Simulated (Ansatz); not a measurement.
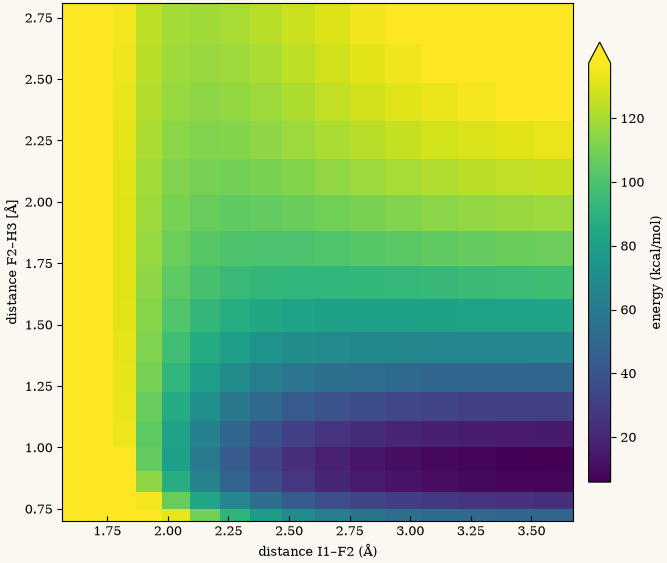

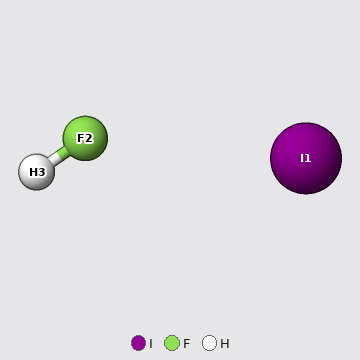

Energy landscape of the system I⁻ + FH. The first coordinate is: distance I1–F2; the second: distance F2–H3. Nothing is relaxed (the angle I1–F2–H3 is fixed at 140 degrees). Grid: 17 × 17 points. All energies are given in kcal/mol relative to I with charge -1 far from the relaxed FH (each part in its own basis). The reference is spin-restricted, so regions where a bond is pulled apart into radicals lie too high. Computed with RKS PBE0-D4/def2-SVPD in Ansatz.

The picture shows one coloured cell a grid point, one colour for all values above the top of the scale. The second picture is the structure at the lowest point.

What does the map say about the system?

The lowest grid point is at distance I1–F2 = 3.592 Å, distance F2–H3 = 0.955 Å, 6 kcal/mol from I with charge -1 far from the relaxed FH (each part in its own basis). It lies in a valley that leaves the map towards separated partners. The highest grid point, distance I1–F2 = 1.592 Å, distance F2–H3 = 0.728 Å, lies 315 kcal/mol above the lowest.

Grid values (kcal/mol):

```
distance F2–H3 ↓, distance I1–F2 →  1.592  1.726  1.922  2.151  2.404  2.678  2.968  3.273  3.592
                             2.567    201    152    123    117    121    128    135    140    143
                             2.255    200    151    121    113    115    120    126    130    133
                             1.957    202    151    118    107    106    109    113    116    118
                             1.675    207    153    115     98     93     92     93     95     96
                             1.411    218    158    112     86     74     68     66     66     66
                             1.169    233    165    107     71     50     39     34     31     30
                             0.955    251    175    106     60     32     18     11      7      6
                             0.782    292    211    136     84     53     37     29     26     24
```

The table holds every second grid line.

The input of one point:

```yaml
crystal:
  periodic: [false, false, false]
  atoms:
    - { symbol: I, position_ang: [-3.592, 0.0, 0.0] }
    - { symbol: F, position_ang: [0.0, 0.0, 0.0] }
    - { symbol: H, position_ang: [0.731572, 0.613862, 0.0] }
total_charge: -1
basis:
  gaussian: { orbitals: def2-SVPD }
hamiltonian:
  xc: pbe0
  dispersion: d4
output:
  forces: true
```

Each point was launched as `ansatz run input.yaml --threads 1 --pin off --max-ram 2560MiB --backend cpu --events-out ev --progress --plain --runs-dir out`. The whole map (289 points run) took 13 min on 1 thread of Arm Neoverse V1 (shared host).
